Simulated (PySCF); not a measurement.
# C$_{5}$H$_{3}$F$_{2}$N, SMILES `C=C(F)/C(F)=C/C#N`: electronic structure

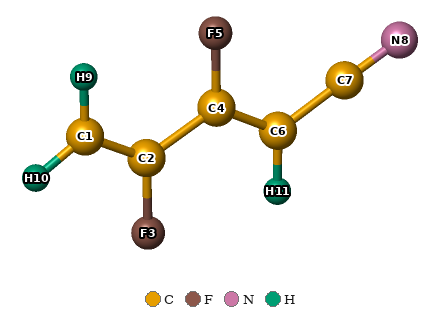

The molecule, with its atoms numbered as below. No frequency check shows the geometry to be a minimum.

Cartesian coordinates (Å):

```
C1       2.4979   -0.7247    0.0000
C2       1.4825    0.1312    0.0000
F3       1.7086    1.4613    0.0000
C4       0.0692   -0.2139    0.0000
F5      -0.1672   -1.5333    0.0000
C6      -0.9415    0.6696    0.0000
C7      -2.2964    0.2989    0.0000
N8      -3.4073    0.0161    0.0000
H9       2.3188   -1.7835    0.0000
H10      3.5145   -0.3761    0.0000
H11     -0.7256    1.7281    0.0000
```

### 1. Excited states

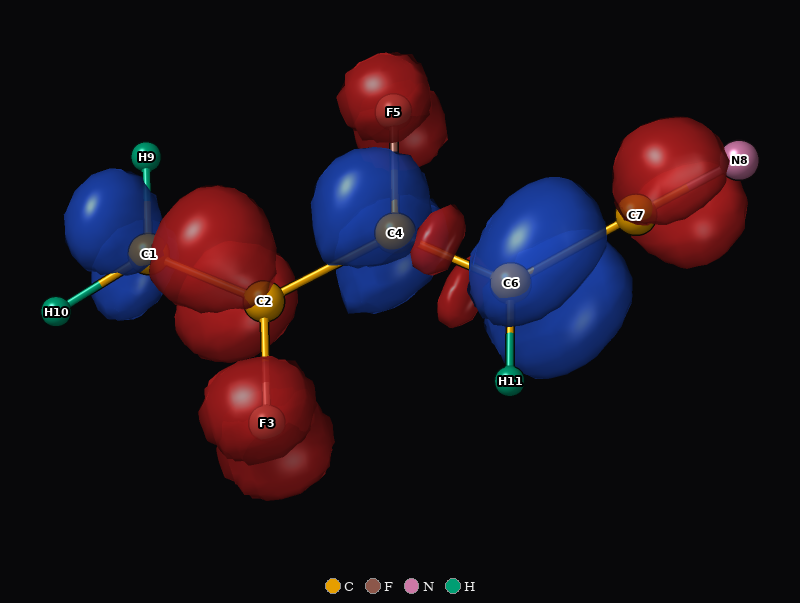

Unrelaxed difference density of S₃ less the ground state (TDA singlet states), ±0.02 e/Å³; blue: gain, red: loss.

Method: B3LYP/6-311G**; geometry: GFN2-xTB; program: PySCF. Without diffuse functions Rydberg states are missing, so the states' numbers hold for this basis only.

**How does the charge move on excitation?**

0.39 e is displaced in all, of which about 0.2 e passes between atoms: F3 (0.12 e) and F5 (0.05 e) lose electrons and C6 (0.10 e) and C4 (0.08 e) gain them. The state: 6.06 eV (205 nm), f = 0.001 (very weak), π → π*; the leading pair carries 84 %; hole on C2 (17 %), C1 (16 %) and F3 (14 %), electron on C1 and C4 (19 % each), C6 (17 %) and C2 (13 %) (shares are of the whole state, not of the leading pair alone); their centroids lie 0.1 Å apart.

### 2. In an electric field

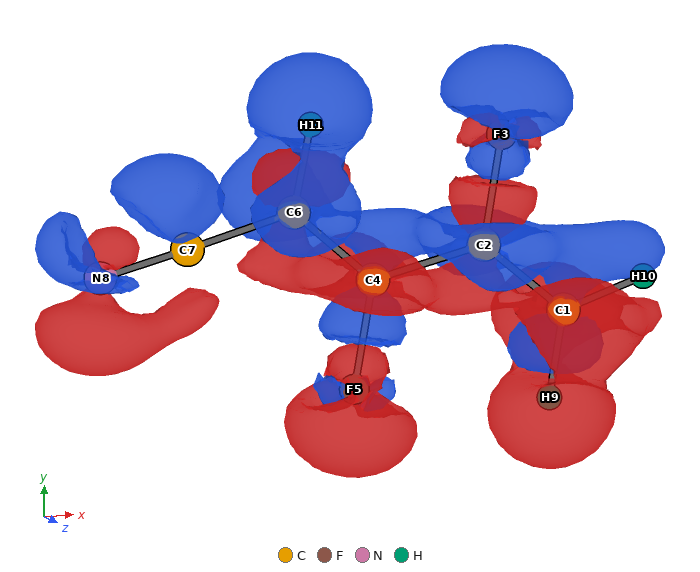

Change of the electron density in a uniform field of 0.51 V/Å, surfaces at ±0.004 e/Å³ (blue: gain, red: loss).

PySCF calculation, B3LYP/def2-SVPD, gas phase; geometry: GFN2-xTB.

**Along which Cartesian direction does the field point?**

Along −y: electrons gather on the +y side, against the field.

**What dipole is induced, and what polarisability does it imply?**

The induced dipole is 1.60 D (+1.55 D along the field); α along this axis, from the fields in both directions, is 61 bohr³ (9.0 Å³).

**Which atoms gain and lose the most charge?**

Electrons gather most on F3 (Hirshfeld charge changes by −0.024 e) and leave F5 most (+0.025 e); 0.156 electrons are displaced in all.

### 3. The π system

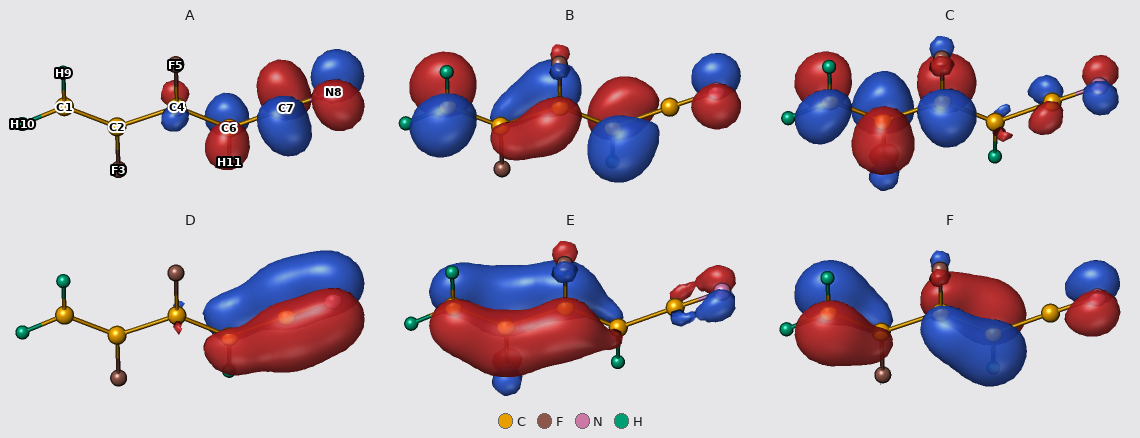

Natural orbitals of the π active space, CASSCF(6,6), triplet state at the geometry of the singlet, in random order. The active space holds only one of the two perpendicular π systems.

Method: def2-SVP basis; geometry: GFN2-xTB; program: PySCF.

**Which orbitals are strongly, which singly and which weakly occupied?**

Strongly: D (1.93), E (1.87). About singly: F (1.07), B (0.94). Weakly: C (0.13), A (0.06). Broadly, orbitals with more nodes between bonded atoms hold fewer electrons.

**Where does the lowest triplet lie relative to the singlet, at this geometry and within this active space?**

3.26 eV above it by strongly contracted NEVPT2 (+3.25 eV by CASSCF); a small basis tends to put such gaps a few tenths of an eV too high. This is a vertical energy for π states alone; a state that uses lone pairs or σ orbitals may lie lower.

The PySCF runs shown took 8.9 min, 2.2 min and 2 min on 1 thread of Intel(R) Xeon(R) Processor @ 2.50GHz (Skylake/Cascade Lake) (shared host).
